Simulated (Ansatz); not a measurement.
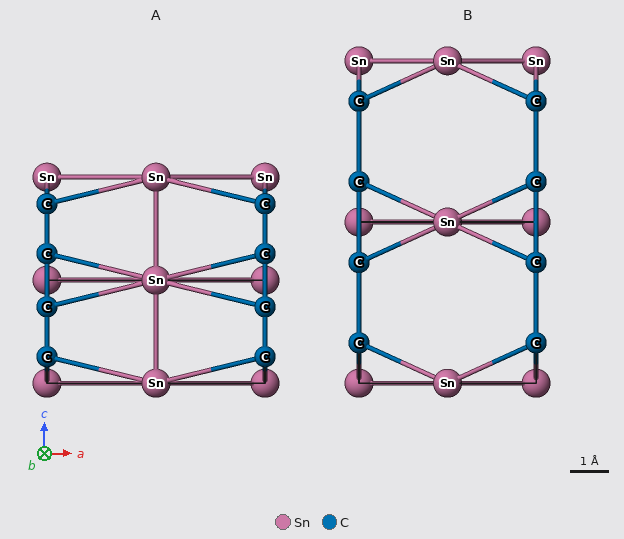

Two geometries of solid Sn₃C₂ (a generated structure, set up in P6/mmm) (coarse preliminary run), drawn at one scale. One is the start of a relaxation, the other its converged end. The picture is a ball-and-stick view of the cell of the calculation, repeated 1 × 1 × 2 with one cell outlined, seen along the b axis.

All numbers below come from DFT PBE, scalar-relativistic, plane waves, PAW in Ansatz. Settings: plane-wave cutoff 420 eV; k-point mesh 6 × 6 × 4; occupations gaussian; smearing width 0.1 eV; no spin polarisation; cell and atoms relaxed; force threshold 0.04 eV/Å; at most 70 steps.

Which geometry has the lower energy?

Answer. Structure A is the relaxed one. The energy falls by 1653 meV per atom in 16 accepted moves (19 points after the start). Largest force component: 0.38 eV/Å at the start, 0.013 eV/Å at the end. Pressure: 7.71 GPa at the start and 0.07 GPa at the end. The line search rejected the trial step at point 4 of the run. At 2 points the geometry stayed and the basis and grid were re-selected for the new cell (energy shift of 36.5 meV per atom at most each time). The largest moves relative to the cell, 0.021 Å, are those of C atoms. Sn stays in place. The volume changes by −3.1 %, with a = b 5.396 → 6.644 Å (+23.1 %), c 4.254 → 2.719 Å (−36.1 %). Near-neighbour distances that change, for instance: Sn–Sn 4.254 → 2.719 Å, C–C 2.121 → 1.314 Å, C–C 2.133 → 1.405 Å, Sn–Sn 2.698 → 3.322 Å. The space group stays P6/mmm (No. 191). The run took 2.9 min on 1 thread of AMD EPYC (Zen 3), on a shared host, peak memory 0.42 GiB.

Limits of the set-up: layers or molecules are held without a dispersion correction, so their spacing is unreliable.
